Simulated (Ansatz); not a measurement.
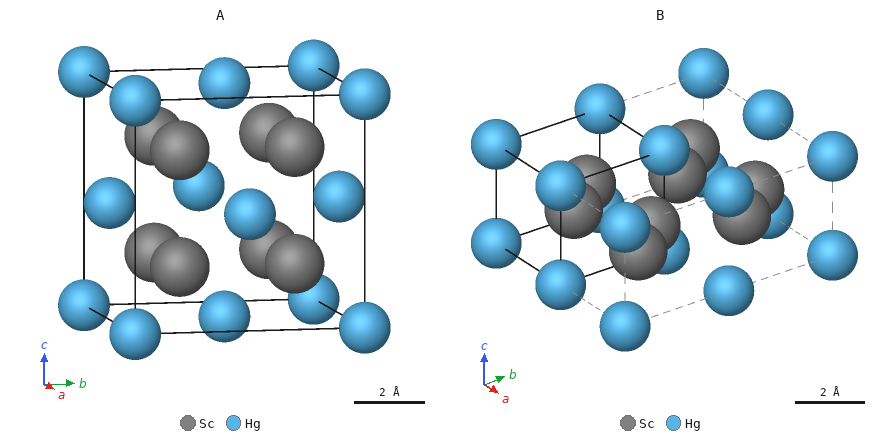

Two structures of Sc₂Hg, each relaxed to rest (conventional cells in solid outline, small ones repeated, not to one scale). Method: Ansatz 0.2.0, DFT PBE, scalar-relativistic, plane waves, PAW, without spin polarisation.

### What are the two structures?

A: antifluorite, Fm-3m. B: AlB₂ type, P6/mmm.

### Compare their energies: which is lower?

A is lower, by 68 meV/atom at this level of theory (energies at zero smearing). Volumes: A 25.9, B 21.6 Å³/atom.

One or both may be structure types tried for this composition rather than known phases.
